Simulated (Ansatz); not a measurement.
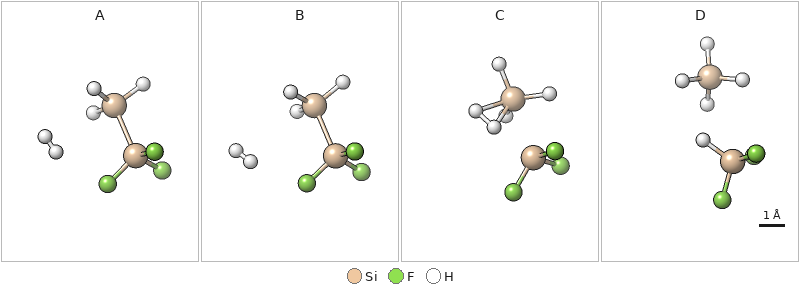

4 geometries from a converged minimum-energy path of Si₂H₅F₃, made up of Si2H3F3 and H₂, shuffled. Style: ball-and-stick. Shown at a tilt.

Level of theory: RKS PBE0/def2-SVP (Ansatz 0.2.0). Set-up: 9 movable images; climbing image; force threshold 0.05 eV/Å; iteration limit 60; starting path through a guess of the saddle point.

### Which frame is the transition state?

C. In order along the path, whose images run from 0 to 10: B (image 0, 0.0 kJ/mol), A (image 1, +1.4 kJ/mol), C (image 4, +296.8 kJ/mol), D (image 7, −24.6 kJ/mol). Breaking: H–H (0.76 → 3.30 Å), Si–Si (2.33 → 4.23 Å). Forming: 2 H–Si (3.44–3.63 → 1.47–1.49 Å).

Limits of the set-up: the start holds two separate molecules, 2.5 Å apart at their closest, whose relative position is a soft coordinate and is computed without a dispersion correction.

Cost: 13 min on 2 threads of Arm Neoverse V1 (shared host), peak memory 0.25 GiB.
